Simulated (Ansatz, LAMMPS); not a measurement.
# Structural relaxation of Zn2+ triflate in diglyme, from a frame at 330 K (103 atoms), part 2 of 3

How does Zn2+ triflate in diglyme, from a frame at 330 K (103 atoms) relax, and what do bonds, charges and levels look like afterwards?

Ansatz 0.2.0; Kohn-Sham DFT, PBE+D3(BJ), PAW (set soft_2), plane waves.

The cell: 22 C, 21 O, 42 H, 4 S, 12 F and 2 Zn. The network of contacts between molecules at the start is that of the classical potential that made the cell. The density was typed from a rule of thumb and may lie off the real one at this temperature. The Brillouin zone is sampled at Γ only, in a cell whose shortest periodic width is 11 Å.

So far. Step 3 (Single point at the start): The r.m.s. force component of 1.1 eV/Å and the pressure of 3.2 GPa set the starting point.

## 4. Relaxation

With the cell held, the atoms are moved downhill towards a nearby minimum.

The input, input.yaml:

```yaml
crystal:
  lattice:
    - [10.74009, 0.0, 0.0]
    - [0.0, 10.74009, 0.0]
    - [0.0, 0.0, 10.74009]
  atoms:
    [... the 103 atom lines of step 3 ...]
kpoints:
  mp_grid: { grid: [1, 1, 1] }
hamiltonian:
  xc: pbe
  dispersion: d3bj
scf:
  occupations: { method: fixed }
output:
  forces: true
relax:
  f_tol: 0.03
  max_steps: 200
```

Run with:

```sh
$ ansatz run input.yaml --threads 4 --pin off --max-ram 8192MiB --backend cpu --events-out ev --progress --plain --runs-dir out
```

Numbers of over 12 decimals in the logs are rounded to 6 here.

What it wrote:

```text
[...]
Crystal: 103 atoms, lattice volume = 1238.864 Å³
Basis set: ecut = 420 eV, 24207 PW (Γ), exchange–correlation on 144×144×144 points (8 copies of the dense FFT grid, shifted against one another)
Bands: 297, of which v1, the nominal top of the filled ones, is band 194 counted from 1 (193 counted from 0)
Symmetry: 1 space group operations
[...]
k-points: 1
[...]
SCF iter   1: F=—  HF=-38033.238349 eV  |F-HF|=—  |Δ(HF+E_count)|=         —  Δρ=5.63e-3  dr2=5.94e-1  ethr=1.77e-3  ⟨swp⟩=5.0  Hψ=1045  notcnv=0  defer=101
[...]
SCF iter   3: F=—  HF=-38033.071946 eV  |F-HF|=—  |Δ(HF+E_count)|=   1.02e-2  Δρ=1.61e-3  dr2=4.45e-2  ethr=3.44e-5  ⟨swp⟩=3.0  Hψ=385  notcnv=0  defer=55
automatic band count: iteration 3 solves 251 bands in place of 297: the levels show a gap, and the empty bands left out lie too high to hold charge; the band table lists the bands solved (type scf.n_extra_bands for more)
SCF iter   4: F=—  HF=-38033.062926 eV  |F-HF|=—  |Δ(HF+E_count)|=   9.02e-3  Δρ=5.48e-4  dr2=5.59e-3  ethr=1.15e-5  ⟨swp⟩=3.0  Hψ=375  notcnv=0  defer=55
[...]
SCF iter   7: F=-38033.063561 eV  HF=-38033.063576 eV  |F-HF|=1.44e-5  |Δ(HF+E_count)|=   1.85e-5  Δρ=4.34e-5  dr2=2.21e-5  ethr=5.80e-9  ⟨swp⟩=3.0  Hψ=964  notcnv=0
SCF 1 converged in 7 iterations: F = -38033.063561 eV  dr2 = 2.21e-5
[...]
relax step   1: F+E_penalty+E_count = -38033.06356124 eV  Δ(F+E_penalty+E_count) = +0.000e0 eV  max|allowed force component| = 4.738e0 eV/Å  Δτ_max = 0.0000 Å  (7 SCF iters, dr2 threshold 2.25e-5 eV, accepted)
[... from here on, the SCF cycles and remarks between the steps are left out ...]
relax step   2: F+E_penalty+E_count = -38037.81998301 eV  Δ(F+E_penalty+E_count) = -4.756e0 eV  max|allowed force component| = 2.495e0 eV/Å  Δτ_max = 0.1917 Å  (7 SCF iters, dr2 threshold 1.00e-4 eV, accepted)
relax step   3: F+E_penalty+E_count = -38039.46658927 eV  Δ(F+E_penalty+E_count) = -1.647e0 eV  max|allowed force component| = 8.478e-1 eV/Å  Δτ_max = 0.1909 Å  (7 SCF iters, dr2 threshold 1.00e-4 eV, accepted)
relax step   4: F+E_penalty+E_count = -38039.85465197 eV  Δ(F+E_penalty+E_count) = -3.881e-1 eV  max|allowed force component| = 3.885e-1 eV/Å  Δτ_max = 0.1949 Å  (7 SCF iters, dr2 threshold 8.30e-5 eV, accepted)
relax step   5: F+E_penalty+E_count = -38040.01837403 eV  Δ(F+E_penalty+E_count) = -1.637e-1 eV  max|allowed force component| = 3.337e-1 eV/Å  Δτ_max = 0.1950 Å  (7 SCF iters, dr2 threshold 1.74e-5 eV, accepted)
relax step   6: F+E_penalty+E_count = -38040.10728678 eV  Δ(F+E_penalty+E_count) = -8.891e-2 eV  max|allowed force component| = 2.883e-1 eV/Å  Δτ_max = 0.1968 Å  (7 SCF iters, dr2 threshold 2.34e-5 eV, accepted)
relax step   7: F+E_penalty+E_count = -38040.15718313 eV  Δ(F+E_penalty+E_count) = -4.990e-2 eV  max|allowed force component| = 4.633e-1 eV/Å  Δτ_max = 0.1685 Å  (6 SCF iters, dr2 threshold 6.13e-5 eV, accepted)
relax step   8: F+E_penalty+E_count = -38040.19189747 eV  Δ(F+E_penalty+E_count) = -3.471e-2 eV  max|allowed force component| = 3.599e-1 eV/Å  Δτ_max = 0.0952 Å  (6 SCF iters, dr2 threshold 1.00e-4 eV, accepted)
relax step   9: F+E_penalty+E_count = -38040.19415998 eV  Δ(F+E_penalty+E_count) = -2.263e-3 eV  max|allowed force component| = 2.627e-1 eV/Å  Δτ_max = 0.2000 Å  (6 SCF iters, dr2 threshold 7.82e-5 eV, accepted)
relax step  10: F+E_penalty+E_count = -38040.22275328 eV  Δ(F+E_penalty+E_count) = -2.859e-2 eV  max|allowed force component| = 1.257e-1 eV/Å  Δτ_max = 0.2000 Å  (7 SCF iters, dr2 threshold 3.68e-5 eV, accepted)
relax step  11: F+E_penalty+E_count = -38040.23810576 eV  Δ(F+E_penalty+E_count) = -1.535e-2 eV  max|allowed force component| = 9.832e-2 eV/Å  Δτ_max = 0.1242 Å  (7 SCF iters, dr2 threshold 3.62e-6 eV, accepted)
relax step  12: F+E_penalty+E_count = -38040.24232877 eV  Δ(F+E_penalty+E_count) = -4.223e-3 eV  max|allowed force component| = 4.200e-2 eV/Å  Δτ_max = 0.0356 Å  (7 SCF iters, dr2 threshold 2.21e-6 eV, accepted)
relax step  13: F+E_penalty+E_count = -38040.24862158 eV  Δ(F+E_penalty+E_count) = -6.293e-3 eV  max|allowed force component| = 1.146e-1 eV/Å  Δτ_max = 0.0975 Å  (10 SCF iters, accepted)
relax step  14: F+E_penalty+E_count = -38040.25311404 eV  Δ(F+E_penalty+E_count) = -4.492e-3 eV  max|allowed force component| = 1.759e-1 eV/Å  Δτ_max = 0.0704 Å  (8 SCF iters, dr2 threshold 2.40e-6 eV, accepted)
relax step  15: F+E_penalty+E_count = -38040.25876405 eV  Δ(F+E_penalty+E_count) = -5.650e-3 eV  max|allowed force component| = 2.664e-1 eV/Å  Δτ_max = 0.0995 Å  (7 SCF iters, dr2 threshold 3.09e-5 eV, accepted)
relax step  16: F+E_penalty+E_count = -38040.26480596 eV  Δ(F+E_penalty+E_count) = -6.042e-3 eV  max|allowed force component| = 2.555e-1 eV/Å  Δτ_max = 0.0600 Å  (6 SCF iters, dr2 threshold 7.09e-5 eV, accepted)
relax step  17: F+E_penalty+E_count = -38040.27541543 eV  Δ(F+E_penalty+E_count) = -1.061e-2 eV  max|allowed force component| = 3.210e-1 eV/Å  Δτ_max = 0.1218 Å  (7 SCF iters, dr2 threshold 6.01e-5 eV, accepted)
relax step  18: F+E_penalty+E_count = -38040.28286746 eV  Δ(F+E_penalty+E_count) = -7.452e-3 eV  max|allowed force component| = 3.731e-1 eV/Å  Δτ_max = 0.0756 Å  (6 SCF iters, dr2 threshold 9.48e-5 eV, accepted)
relax step  19: F+E_penalty+E_count = -38040.29177496 eV  Δ(F+E_penalty+E_count) = -8.908e-3 eV  max|allowed force component| = 4.866e-1 eV/Å  Δτ_max = 0.1285 Å  (6 SCF iters, dr2 threshold 1.00e-4 eV, accepted)
relax step  20: F+E_penalty+E_count = -38040.29812413 eV  Δ(F+E_penalty+E_count) = -6.349e-3 eV  max|allowed force component| = 4.620e-1 eV/Å  Δτ_max = 0.0705 Å  (6 SCF iters, dr2 threshold 1.00e-4 eV, accepted)
relax step  21: F+E_penalty+E_count = -38040.30796300 eV  Δ(F+E_penalty+E_count) = -9.839e-3 eV  max|allowed force component| = 3.913e-1 eV/Å  Δτ_max = 0.0796 Å  (6 SCF iters, dr2 threshold 1.00e-4 eV, accepted)
relax step  22: F+E_penalty+E_count = -38040.31630434 eV  Δ(F+E_penalty+E_count) = -8.341e-3 eV  max|allowed force component| = 2.623e-1 eV/Å  Δτ_max = 0.1214 Å  (7 SCF iters, dr2 threshold 1.00e-4 eV, accepted)
relax step  23: F+E_penalty+E_count = -38040.32185835 eV  Δ(F+E_penalty+E_count) = -5.554e-3 eV  max|allowed force component| = 1.856e-1 eV/Å  Δτ_max = 0.0763 Å  (7 SCF iters, dr2 threshold 3.09e-5 eV, accepted)
relax step  24: F+E_penalty+E_count = -38040.32745274 eV  Δ(F+E_penalty+E_count) = -5.594e-3 eV  max|allowed force component| = 1.322e-1 eV/Å  Δτ_max = 0.0612 Å  (6 SCF iters, dr2 threshold 1.55e-5 eV, accepted)
relax step  25: F+E_penalty+E_count = -38040.33323276 eV  Δ(F+E_penalty+E_count) = -5.780e-3 eV  max|allowed force component| = 1.557e-1 eV/Å  Δτ_max = 0.1318 Å  (7 SCF iters, dr2 threshold 8.76e-6 eV, accepted)
[...]
relax step  52: F+E_penalty+E_count = -38040.62832270 eV  Δ(F+E_penalty+E_count) = -2.892e-3 eV  max|allowed force component| = 8.375e-2 eV/Å  Δτ_max = 0.1002 Å  (7 SCF iters, dr2 threshold 2.75e-6 eV, accepted)
relax step  53: F+E_penalty+E_count = -38040.63063726 eV  Δ(F+E_penalty+E_count) = -2.315e-3 eV  max|allowed force component| = 7.749e-2 eV/Å  Δτ_max = 0.0921 Å  (7 SCF iters, dr2 threshold 3.83e-6 eV, accepted)
relax step  54: F+E_penalty+E_count = -38040.63238793 eV  Δ(F+E_penalty+E_count) = -1.751e-3 eV  max|allowed force component| = 6.623e-2 eV/Å  Δτ_max = 0.0779 Å  (7 SCF iters, dr2 threshold 5.14e-6 eV, accepted)
relax step  55: F+E_penalty+E_count = -38040.63404298 eV  Δ(F+E_penalty+E_count) = -1.655e-3 eV  max|allowed force component| = 6.258e-2 eV/Å  Δτ_max = 0.0906 Å  (8 SCF iters, dr2 threshold 3.20e-6 eV, accepted)
relax step  56: F+E_penalty+E_count = -38040.63529232 eV  Δ(F+E_penalty+E_count) = -1.249e-3 eV  max|allowed force component| = 5.963e-2 eV/Å  Δτ_max = 0.0668 Å  (7 SCF iters, dr2 threshold 2.86e-6 eV, accepted)
relax step  57: F+E_penalty+E_count = -38040.63642257 eV  Δ(F+E_penalty+E_count) = -1.130e-3 eV  max|allowed force component| = 5.278e-2 eV/Å  Δτ_max = 0.0989 Å  (8 SCF iters, dr2 threshold 3.17e-6 eV, accepted)
relax step  58: F+E_penalty+E_count = -38040.63729188 eV  Δ(F+E_penalty+E_count) = -8.693e-4 eV  max|allowed force component| = 4.549e-2 eV/Å  Δτ_max = 0.0293 Å  (7 SCF iters, dr2 threshold 2.18e-6 eV, accepted)
relax step  59: F+E_penalty+E_count = -38040.63857176 eV  Δ(F+E_penalty+E_count) = -1.280e-3 eV  max|allowed force component| = 2.462e-2 eV/Å  Δτ_max = 0.0754 Å  (8 SCF iters, dr2 threshold 1.54e-6 eV, accepted)
relax step  60: F+E_penalty+E_count = -38040.63857206 eV  Δ(F+E_penalty+E_count) = -2.930e-7 eV  max|allowed force component| = 2.459e-2 eV/Å  Δτ_max = 0.0000 Å  (3 SCF iters, accepted)
relax step  61: F+E_penalty+E_count = -38040.63898453 eV  Δ(F+E_penalty+E_count) = -4.125e-4 eV  max|allowed force component| = 2.258e-2 eV/Å  Δτ_max = 0.0447 Å  (9 SCF iters, accepted)
relax step  62: F+E_penalty+E_count = -38040.63931297 eV  Δ(F+E_penalty+E_count) = -3.284e-4 eV  max|allowed force component| = 1.786e-2 eV/Å  Δτ_max = 0.0515 Å  (9 SCF iters, accepted)
SCF converged after 9 iterations
Free energy (F): -38040.639313 eV
[...]
Internal energy: -38040.639313 eV  (E = F + TS)
E sigma→0 (E₀):  -38040.639313 eV
Fermi energy:    0.005136 eV
[...]
--- Forces (eV/Å), atoms counted from 1 ---
  atom   1  C     -0.00126119     0.00205276    -0.00056921
  atom   2  O     -0.00188630    -0.00079789    -0.00072706
  atom   3  C     -0.00052303     0.00188818    -0.00179235
  atom   4  C     -0.00024279    -0.00061499    -0.00055131
  atom   5  O     -0.00091101     0.00162488     0.00195353
  atom   6  C     -0.00102696    -0.00011780     0.00105925
  atom   7  C      0.00261585    -0.00030262    -0.00071751
  atom   8  O     -0.00298054     0.00386805     0.00195452
  atom   9  C     -0.00224656    -0.00444921    -0.00167668
  atom  10  H      0.00265551    -0.00300969     0.00182228
  atom  11  H     -0.00104772    -0.00062522     0.00134439
  atom  12  H      0.00060319     0.00019190    -0.00145712
  atom  13  H      0.00123431    -0.00103151     0.00022067
  atom  14  H     -0.00014712    -0.00039846    -0.00203841
[...]
atom 102  Zn    -0.00038181    -0.00101338    -0.00260153
  atom 103  Zn     0.00459031     0.00065672     0.00294543
  max |Σ_I F_I| component: 1.55e-5 eV/Å
--- Relaxed structure (62 steps of the walk, 62 accepted, 0 SCFs on fresh bases) ---
  F+E_penalty+E_count = -38040.63931297 eV   max|allowed force component| = 1.786e-2 eV/Å
  atoms:
    - { symbol: C, position: [0.233174, 0.807871, 0.054539] }
    - { symbol: O, position: [0.185845, 0.688589, 1.016441] }
    - { symbol: C, position: [0.064736, 0.662200, 0.065897] }
    - { symbol: C, position: [1.022493, 0.539033, 0.010802] }
[...]
- { symbol: Zn, position: [0.242404, 0.592579, 0.852077] }
```

Wall time 4 min (4 threads of Intel Xeon Platinum 8488C (Sapphire Rapids), shared host); peak memory 1.4 GiB.

Relaxation path (22 of 62):

```
step  energy less that of the first step (eV)  largest force component (eV/Å)
   1                                   0.0000                          4.7377
   4                                  -6.7911                          0.3885
   7                                  -7.0936                          0.4633
  10                                  -7.1592                          0.1257
  13                                  -7.1851                          0.1146
  16                                  -7.2012                          0.2555
  18                                  -7.2193                          0.3731
  21                                  -7.2444                          0.3913
  24                                  -7.2639                          0.1323
  27                                  -7.2790                          0.1704
  30                                  -7.2886                          0.2385
  33                                  -7.2976                          0.1675
  36                                  -7.3122                          0.2021
  39                                  -7.3393                          0.4409
  42                                  -7.3943                          0.3891
  45                                  -7.4521                          0.7805
  47                                  -7.5072                          0.6300
  50                                  -7.5567                          0.0961
  53                                  -7.5671                          0.0775
  56                                  -7.5717                          0.0596
  59                                  -7.5750                          0.0246
  62                                  -7.5758                          0.0179
```

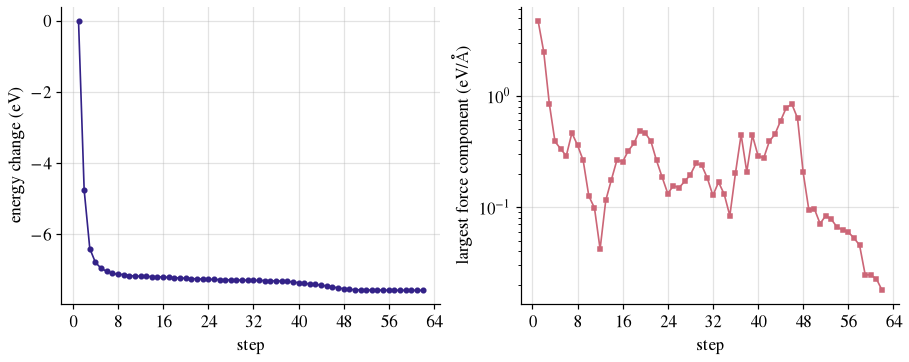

Energy and largest force along the relaxation.

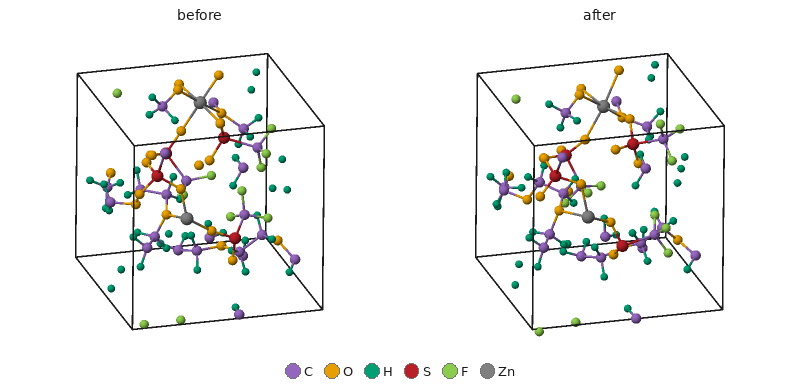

Before and after, at one scale. Bonds to atoms that aren't drawn are left out.

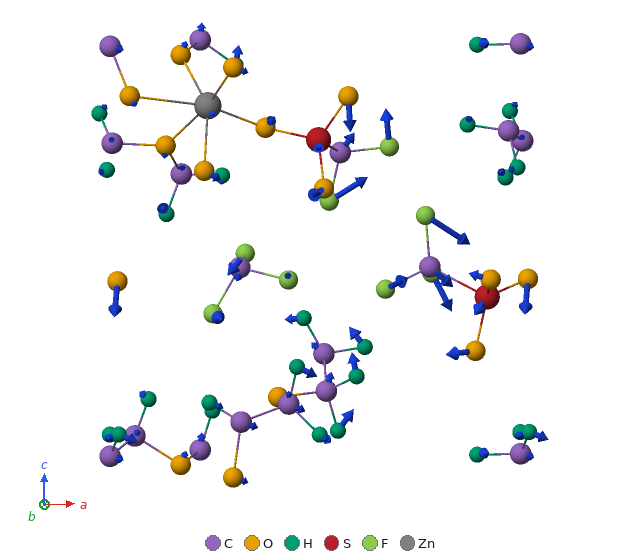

Displacements in the relaxation, scaled; the longest in the cell stands for 2.67 Å. Drawn is a slice 4 Å thick, seen along the normal of the ac plane. Bonds to atoms that aren't drawn are left out.

The atoms that moved most (Å):

```
atom      dx      dy      dz  length
 F85   2.132   0.740  -1.425   2.669
 O81  -0.254  -1.643  -1.466   2.217
 F75   1.730   0.094   1.058   2.030
 O72  -0.446   1.770  -0.537   1.903
 F83   0.858  -0.218  -1.680   1.899
 F77  -0.182  -0.295   1.700   1.735
 F84   1.017   1.060   0.377   1.516
 O70   0.066  -0.274  -1.465   1.491
```

The relaxation changed the energy by -73.6 meV/atom, and atoms moved by 0.81 Å r.m.s., 2.7 Å at most.

## 5. Local order after relaxation

Bonds before and after, by the cutoffs listed below:

```
pair  bonds before  bonds after  mean before (Å)  mean after (Å)  spread before (Å)  spread after (Å)
 H-C            42           42            1.097           1.099              0.032             0.004
 C-C             6            6            1.527           1.514              0.025             0.006
 C-O            18           18            1.436           1.436              0.023             0.010
 C-F            12           12            1.359           1.348              0.028             0.006
 C-S             4            4            1.854           1.875              0.024             0.002
 O-S            12           12            1.460           1.469              0.022             0.023
O-Zn            11           11            1.899           2.095              0.139             0.076
```

Density 1.51 g/cm³, 12.03 Å³ an atom.

g(r), total and by pair (bins of 0.2 Å):

```
r (Å)  total   H-H    H-C   H-O   H-F   H-S  H-Zn
 1.00   1.93  0.00  11.10  0.00  0.00  0.00  0.00
 1.20   1.32  0.00   7.60  0.00  0.00  0.00  0.00
 1.40   1.83  0.00   0.00  0.00  0.00  0.00  0.00
 1.60   0.36  0.00   0.00  0.00  0.00  0.00  0.00
 1.80   0.98  5.25   0.00  0.00  0.00  0.00  0.00
 2.00   1.01  0.00   0.00  5.25  0.00  0.00  0.00
 2.20   1.01  0.80   2.76  0.36  0.00  0.00  0.00
 2.40   1.02  2.12   0.09  0.77  0.16  0.00  0.00
 2.60   1.17  0.94   1.95  1.16  1.28  0.00  0.00
 2.80   0.63  1.07   0.69  1.21  0.51  0.35  0.00
 3.00   1.09  1.49   0.78  0.87  0.98  0.64  1.26
 3.20   0.86  0.38   0.90  0.38  1.23  0.56  4.12
 3.40   0.86  0.57   1.03  0.98  1.10  1.24  1.54
 3.60   0.88  1.12   0.75  0.56  0.69  0.90  2.73
 3.80   0.86  0.78   0.74  0.62  1.09  0.60  0.39
 4.00   1.03  0.91   1.16  0.76  1.09  1.46  3.68
 4.20   0.85  0.98   0.76  0.92  0.71  1.01  0.34
 4.40   1.09  1.06   0.85  1.24  1.37  0.92  0.59
 4.60   0.99  0.74   0.81  1.21  1.77  0.56  0.00
 4.80   1.10  1.16   1.02  1.26  1.32  2.27  0.00
 5.00   1.04  0.89   1.08  0.96  1.36  1.78  0.24
 5.20   0.99  0.66   0.87  1.16  1.23  1.52  1.31
```

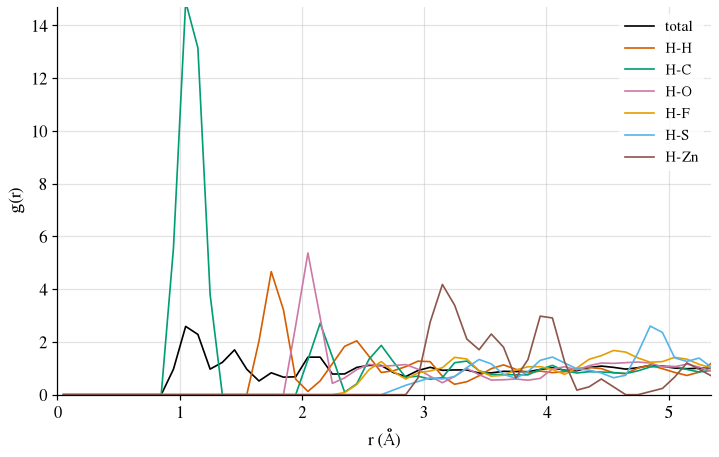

Pair distribution functions, lightly smoothed, with peaks cut at 14.

Bonds by pair of elements; cutoffs follow the first minimum of g(r), held within bounds set by covalent radii, and pairs that aren't listed don't count as bonded:

```
pair A-B  cutoff (Å)  bonds  mean length (Å)  spread (Å)  shortest (Å)  B about A  A about B
     H-C        1.34     42             1.10       0.004          1.09          1       1.91
     C-C        1.85      6             1.51       0.006          1.50      0.545      0.545
     C-O        1.73     18             1.44        0.01          1.42      0.818      0.857
     C-F        1.62     12             1.35       0.006          1.34      0.545          1
     C-S        2.21      4             1.88       0.002          1.87      0.182          1
     O-S        1.93     12             1.47       0.023          1.45      0.571          3
    O-Zn         2.5     11             2.10       0.076          1.98      0.524        5.5
```

How many atoms have how many bonded neighbours:

```
element  mean   1  2  3   4  5  6
      C     4   0  0  0  22  0  0
      F     1  12  0  0   0  0  0
      H     1  42  0  0   0  0  0
      O  1.95   7  8  6   0  0  0
      S     4   0  0  0   4  0  0
     Zn   5.5   0  0  0   0  1  1
```

Bond angles (no mean is given where the spread exceeds 20°):

```
 angle  count  mean (°)  spread (°)
 H-C-O     42       109         1.8
 H-C-H     30       109         1.1
O-Zn-O     25         -           -
 C-C-H     24       110         1.3
 C-C-O     12       110           3
```

Bond length by coordination (bonds to H left out):

```
element  coordination  atoms  mean bond length (Å)
      O             1      7                  1.45
      O             2      8                  1.63
      O             3      6                  1.68
     Zn             5      1                  2.06
     Zn             6      1                  2.13
```

Rings of the network by King's shortest-path rule, up to 12 atoms, one path for each pair of neighbours; H, halogens, alkali and alkaline-earth atoms are left out, and the last column divides by all other atoms, bonded or not:

```
ring size (atoms)  rings  per network atom
                5      3             0.061
                8      1              0.02
```

With the cutoffs above, all C atoms have 4, all F atoms have 1, all H atoms have 1 and 38 % of O atoms have 2 bonded neighbours. The H-C-O angle averages 109° with a spread of 1.8°. Rings of 5 atoms are the most common (75 % of those counted); sizes run from 5 to 8.

(Part 2 of 3 ends here.)

[Logs are printed without paths, hosts, clocks, repeated set-up lines and the standing remarks that a program may print on its own settings, such as how far it seeks lower states.]

[Hosts, paths, dates, database ids (printed as entryN), source tags and the programs' standing remarks are cut or masked in the printed files.]
